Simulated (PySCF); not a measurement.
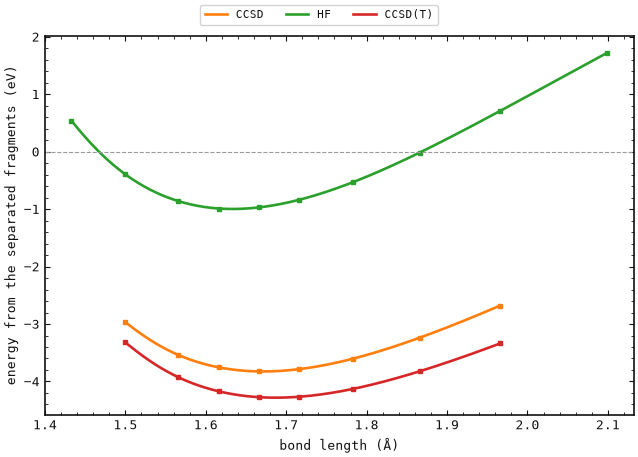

Bond curves of AsC, doublet (excess alpha electrons: σ +1), x2c-TZVPPall (sfX2C-1e), PySCF: energy from the separated fragments (atoms in their ground configurations, no counterpoise). One reference determinant with the occupation held, the lowest that a PBE0 search over spins and occupations found; no spin-orbit coupling. Splines pass through the computed points, which are marked. References: ROHF for HF, CCSD and CCSD(T). Where a curve rises through zero (HF), the held determinant is heading for a higher limit than these fragments.

Which curve follows CCSD(T) best, and which worst?

Answer. Best CCSD, worst HF; largest departures, offsets in depth included: CCSD 0.66, HF 4.05 eV, over the shared points. CCSD(T) is in the same finite basis, not at its limit.

Where is the minimum of each curve?

Answer. CCSD: near 1.67 Å, −3.83 eV; HF: near 1.63 Å, −1.00 eV; CCSD(T): near 1.69 Å, −4.28 eV (from the spline).

Order the curves at 1.97 Å.

Answer. CCSD(T) −3.34, CCSD −2.68, HF 0.71 eV, from lowest to highest.

Limits of at least one run: lowest determinant of a PBE0 search, another state may lie lower.
